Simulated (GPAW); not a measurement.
# Near-edge structure at the N K edge of TaN (Fm-3m), part 3 of 3

What does one-electron theory with a core hole give for the N K edge of TaN (Fm-3m)?

GPAW 26.7.0; X-ray absorption from dipole matrix elements to empty bands, plane-wave PAW LDA.

So far. Step 5 (Spectrum with XCH, N atom 2): Main maxima below 24 eV (height): 1.4 eV (2.07), 4.7 eV (1.71), 7.0 eV (2.03), 10.0 eV (1.30) and 15.4 eV (0.55).  Step 5 (Spectrum with XCH, N atom 2): The total-energy difference is 402.90 eV. One term is added: -7.76 eV, since the hole is spin-paired here and a spin-polarised one costs that much less in the free atom (computed apart). The photon energy is then 395.14 eV.

### 7. Spectrum with XCH, N atom 2

A smaller cell brings the holes closer; here they are 4.4 Å apart.

Changed against the first core-hole run: supercell atoms from 26 to 8; the field's mesh follows (4×4×4 to 6×6×6).

xas.py

```python
import numpy as np
from ase import Atoms
from ase.parallel import parprint, paropen
from gpaw import GPAW, PW, FermiDirac, Mixer, MixerDif, setup_paths
from gpaw.test import gen
setup_paths.insert(0, '.')
gen('N', name='fch1s', xcname='LDA', corehole=(1, 0, 1), write_xml=True)
from gpaw.mpi import world
world.barrier()

atoms = Atoms('Ta4N4',
    cell=[[0, 0, 4.358],
     [4.358, 0, 0],
     [0, 4.358, 0]],
    scaled_positions=[[0.5, 0.5, 0.5],
     [0.5, 0, 0],
     [0, 0, 0.5],
     [0, 0.5, 0],
     [0, 0, 0],
     [0, 0.5, 0.5],
     [0.5, 0.5, 0],
     [0.5, 0, 0.5]],
    pbc=True)
atoms.calc = calc = GPAW(legacy_gpaw=True, mode=PW(500), xc='LDA', setups={4: 'fch1s'},
    kpts={'size': (6, 6, 6), 'gamma': True}, occupations=FermiDirac(0.1),
    charge=-1, mixer=Mixer(0.1, 5, 50), maxiter=150,
    convergence={'density': 0.0001}, txt='scf.txt')
energy = atoms.get_potential_energy() + calc.get_reference_energy()
ef = calc.get_fermi_level()
out = dict(energy=energy, fermi=ef, forces=atoms.get_forces().tolist())
parprint(f'all-electron energy {energy:.4f} eV, Fermi level {ef:.4f} eV')
ev = np.array([[calc.get_eigenvalues(k, s) for k in range(len(calc.get_ibz_k_points()))] for s in range(calc.get_number_of_spins())])
out['homo'], out['lumo'], out['counts'] = ev[ev < ef].max(), ev[ev > ef].min(), sorted(set((ev < ef).sum((0, 2)).tolist()))
out['filled'] = (ev[:, 0] < ef).sum(1).tolist()

from ase.units import Ha
from gpaw.xas import dipole_matrix_elements
nb = int(calc.get_number_of_electrons() / 2) + 72
top, nb = nb, nb + 8 + nb // 12
nscf = calc.fixed_density(kpts={'size': (7, 7, 7), 'gamma': True}, nbands=nb,
    convergence={'bands': top, 'eigenstates': 1e-5}, maxiter=60, txt='nscf.txt')
cell = atoms.cell.array
ops = [cell.T @ U.T @ np.linalg.inv(cell.T) for U in nscf.wfs.kd.symmetry.op_scc]
E = np.arange(-6, 34, 0.1)
fwhm = np.interp(E, [4, 25], [0.9, 3.5])
Y, X, zero, highest = 0, 0, 1e9, 1e9
for spin in range(nscf.get_number_of_spins()):
    wfs = nscf.wfs
    A = dipole_matrix_elements(wfs.setups[4])
    eps = np.zeros((wfs.kd.nibzkpts, nb))
    d = np.zeros((3, A.shape[1], wfs.kd.nibzkpts, nb), complex)
    for kpt in wfs.kpt_u:
        if kpt.s == spin and 4 in kpt.P_ani:
            eps[kpt.k] = kpt.eps_n * Ha
            d[:, :, kpt.k] = (kpt.weight * wfs.nspins / 2) ** 0.5 * np.inner(A, kpt.P_ani[4])
    world.sum(eps)
    world.sum(d)
    T = np.einsum('amkn,bmkn->abkn', d, d.conj()).real
    T = sum(np.einsum('ai,ijkn,bj->abkn', R, T, R) for R in ops) / len(ops)
    empty = eps > ef
    zero, highest = min(zero, eps[empty].min()), min(highest, eps[:, top - 1].min())
    lines = [(eps, T, empty)] if spin == 0 else lines + [(eps, T, empty)]
for eps, T, empty in lines:
    f = np.einsum('aakn->akn', T).reshape(3, -1)
    x = eps.ravel() - zero
    w = np.interp(x, E, fwhm) / 2.35482
    g = np.exp(-0.5 * ((E[:, None] - x) / w) ** 2) / (w * (2 * np.pi) ** 0.5)
    Y = Y + (f * empty.ravel()) @ g.T
    X = X + (f * ~empty.ravel()) @ g.T
out.update(E=E.round(2).tolist(), xas=Y.tolist(), xes=X.tolist(), zero=zero, valid=highest - zero, nk=len(eps), nb=nb)
for i in range(0, len(E), 10):
    parprint(f'{E[i]:7.2f}', *(f'{v:10.3e}' for v in Y[:, i]))
import json
with paropen('out.json', 'w') as f:
    json.dump(out, f)
```

On the command line:

```
> OMP_NUM_THREADS=1 mpirun -n 4 gpaw python xas.py
```

Numbers of over 12 decimals in the logs are rounded to 6 here.

What it wrote:

```text
Input parameters:
  charge: -1
  convergence: {density: 0.0001}
  kpts: {gamma: True,
         size: (6, 6, 6)}
  maxiter: 150
  mixer: {backend: pulay,
          beta: 0.1,
          method: separate,
          nmaxold: 5,
          weight: 50}
  mode: {ecut: 500.0,
         name: pw}
  occupations: {fixmagmom: False,
                name: fermi-dirac,
                width: 0.1}
  setups: {4: fch1s}

Initialize ...

[...]
*p    :     0.074148
*d    :     0.000000
--------------------------------

Diagonalizing with gridspacing h=0.050

state   all-electron     PAW
-------------------------------
2s:      -1.332146    -1.333594
2p:      -0.925852    -0.929974
*d:                   -0.063788
*f:                   -0.013854
-------------------------------
all-electron energy -1701256.7423 eV, Fermi level 15.7692 eV
[...]
32.00  4.311e-05  4.311e-05  4.311e-05
  33.00  3.584e-05  3.584e-05  3.584e-05
[key lines of the parts left out:]
Converged after 19 iterations.
Dipole moment: (-0.000000, -0.000000, 0.000000) |e|*Ang
Free energy:   -100.768087
Fermi level: 15.76918
```

Run time: 37 s. Hardware: 4 MPI ranks of Arm Neoverse V2, shared host; peak memory 0.28 GiB.

These settings depart from the first run's and aren't meant as converged.

Against the first run the r.m.s. difference is 37 %. Another feature, at 5.4 eV (2.92), becomes the highest below 16 eV; the one at 1.4 eV (2.07) is now at 1.6 eV (2.35).

```csv
E (eV),first run,this run
-2.0,0.00,0.00
-0.5,0.14,0.08
1.0,1.89,2.15
2.5,1.47,1.04
4.0,1.35,1.70
5.5,1.56,2.85
7.0,2.03,0.85
8.5,1.16,0.97
10.0,1.30,1.02
11.5,0.61,0.55
13.0,0.41,0.48
14.5,0.49,0.62
16.0,0.50,0.45
17.5,0.18,0.13
19.0,0.20,0.26
20.5,0.38,0.49
22.0,0.46,0.58
23.5,0.67,0.75
25.0,0.92,0.87
26.5,1.25,1.17
28.0,1.55,1.42
29.5,1.20,1.08
31.0,0.60,0.55
```

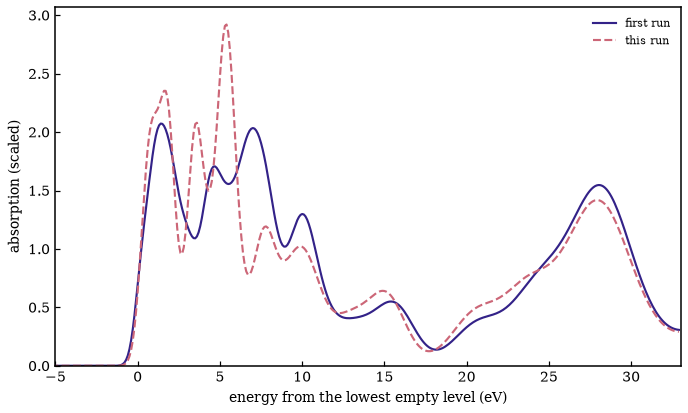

This run beside the first core-hole run.

### 8. What the core hole does

Both curves are counted from their own zero, so only the shift of weight within the empty states shows.

```csv
E (eV),no hole,XCH
-2.0,0.00,0.00
-1.0,0.01,0.01
0.0,0.40,0.70
1.0,1.10,1.89
2.0,1.67,1.86
3.0,1.16,1.20
4.0,0.96,1.35
5.0,1.28,1.65
6.0,1.31,1.65
7.0,1.68,2.03
8.0,2.03,1.55
9.0,1.48,1.02
10.0,1.62,1.30
11.0,1.49,0.87
12.0,0.81,0.46
13.0,0.57,0.41
14.0,0.53,0.44
15.0,0.60,0.53
16.0,0.60,0.50
17.0,0.35,0.28
18.0,0.16,0.14
19.0,0.17,0.20
20.0,0.27,0.33
21.0,0.32,0.41
22.0,0.33,0.46
23.0,0.39,0.58
24.0,0.50,0.76
25.0,0.60,0.92
26.0,0.73,1.12
27.0,0.98,1.39
28.0,1.30,1.55
29.0,1.46,1.39
30.0,1.28,0.99
31.0,0.89,0.60
32.0,0.54,0.37
```

With each curve scaled to its own mean, the area from −2 to 6 eV with the hole is 9.4 against 7.2, and the centre of weight from −1 to 20 eV moves by -1.0 eV: the hole pulls the absorber's empty states down.

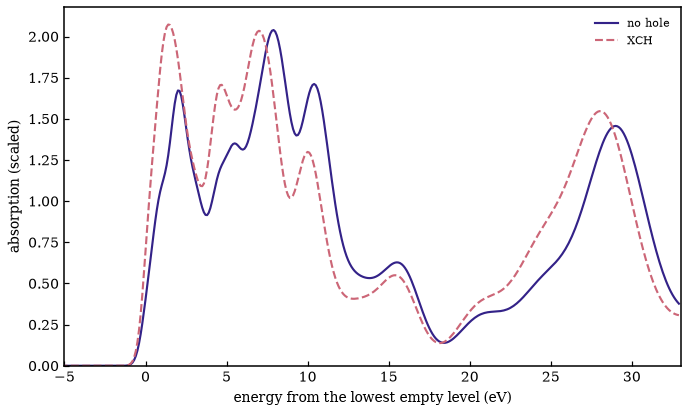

The N K edge with and without the core hole, each from its own zero; the highest intensity below 16 eV lies at 1.4 eV with the hole.

### 9. Summary of results

```json
{
 "absorber and edge": "N K, atom 2 of the ground-state input (counted from 1)",
 "surroundings": "6 Ta at 2.18 Å (octahedral, site symmetry m-3m)",
 "highest intensity below 16 eV": "1.4 eV above the zero, height 2.07",
 "photon energy of the zero, with the added terms": "395.1 eV (raw 402.9 eV; LDA puts this hole about 4 eV below PBE, itself good to a few eV)"
}
```

**Reading.** The N K edge of atom 2, with 6 Ta at 2.18 Å (octahedral, site symmetry m-3m), has its highest intensity of the first 16 eV at 1.4 eV above the zero, near 397 eV in photon energy (LDA puts this hole about 4 eV below PBE, itself good to a few eV), 2.1 times the mean level of the first 20 eV (Gaussian full width 0.9 eV up to 4 eV, rising linearly to 3.5 eV at 25 eV). With each curve scaled to its own mean, the area from −2 to 6 eV with the hole is 9.4 against 7.2, and the centre of weight from −1 to 20 eV moves by -1.0 eV: the hole pulls the absorber's empty states down. A cell with holes 4.4 Å apart changes the curve by 37 % r.m.s. (35 % after the best shift). The structure is a published determination, not relaxed.

[Banner, clock and machine lines of the logs are left out without a mark of their own.]

[Logs are printed without paths, hosts, clocks, repeated set-up lines and the standing remarks that a program may print on its own settings, such as how far it seeks lower states.]

[Hosts, paths, dates, database ids (printed as entryN), source tags and the programs' standing remarks are cut or masked in the printed files.]

[Lists of maxima count a maximum above −3 eV only where it reaches 4 % of the highest in the window and stands out from its surroundings by 2 % of it (1.5 % where it reaches 55 %); shoulders and weaker maxima are passed over, and of the rest the first, up to two pre-edge ones and the few strongest are named.]
